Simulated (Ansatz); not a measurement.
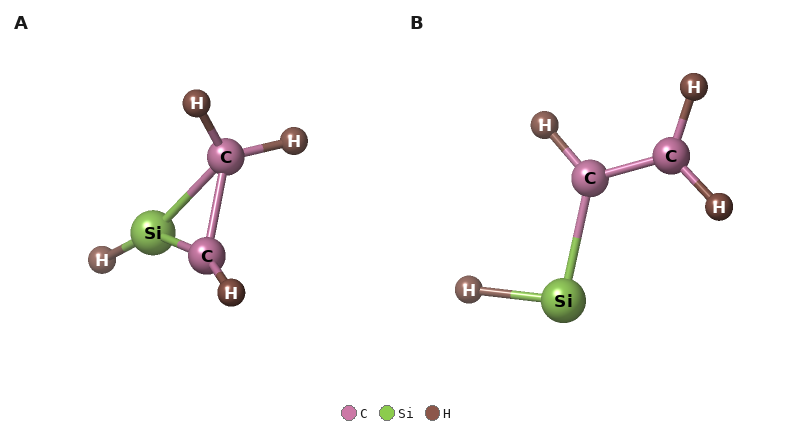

2 stationary structures of one formula. Geometries: PBE0-D4/def2-TZVP. Electronic energies: RHF-CCSD(T) (frozen core)/def2-TZVPP (Ansatz 0.2.0), without zero-point energy. No frequency run is at hand to confirm each as a minimum. Each is one conformer, not always the lowest.

Question: Rank them by energy, lowest first.

Answer: B is lowest (Cs); A lies 1.394 eV above it.

Give E(B) − E(A) in eV at these levels too: ωB97M-V/def2-TZVPP; RHF-CCSD(T) (frozen core)/def2-TZVPP; PBE0-D4/def2-TZVP; r2SCAN-D4/def2-TZVPP; B3LYP-D4/def2-TZVPP; PBE0-D4/def2-TZVPP; PBE-D4/def2-TZVPP.

```tsv
level	E(B) − E(A) (eV)
ωB97M-V/def2-TZVPP	−1.477
RHF-CCSD(T) (frozen core)/def2-TZVPP	−1.394
PBE0-D4/def2-TZVP	−1.280
r2SCAN-D4/def2-TZVPP	−1.179
B3LYP-D4/def2-TZVPP	−1.516
PBE0-D4/def2-TZVPP	−1.278
PBE-D4/def2-TZVPP	−1.169
```
